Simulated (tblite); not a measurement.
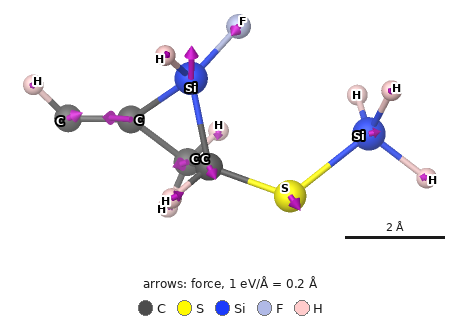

Starting geometry of C$_{4}$H$_{8}$FSSi$_{2}$ (multiplicity 2) with the computed forces as purple arrows. The picture is a ball-and-stick view, seen at a tilt.

The calculation used GFN2-xTB geometry optimisation, gas phase in tblite. 

Question: What follows when this structure is relaxed?

Answer: It isn't relaxed: the largest force vector, on a C atom, is 4.09 eV/Å. The final displacements have little in common with the starting forces (cosine between the two patterns 0.14). An H atom moves most after the best rigid fit: 1.65 Å. By element the largest moves are H 1.65 Å, F 1.22 Å, C 1.18 Å, Si 0.57 Å, S 0.24 Å. Among the contacts that change: C–Si 1.838 → 1.969 Å, C–Si 1.831 → 1.912 Å, C–S 1.778 → 1.832 Å, F–Si 1.671 → 1.617 Å. Bond angles that change, for instance: C–C–H 123.2° → 138.9°, F–Si–H 117.8° → 102.8°, C–Si–H 115.6° → 129.9°. Over 115 geometry steps the energy falls by 31.8 kcal/mol. The run took 0.89 s on 1 thread of Arm Neoverse V2, with other jobs on the host.
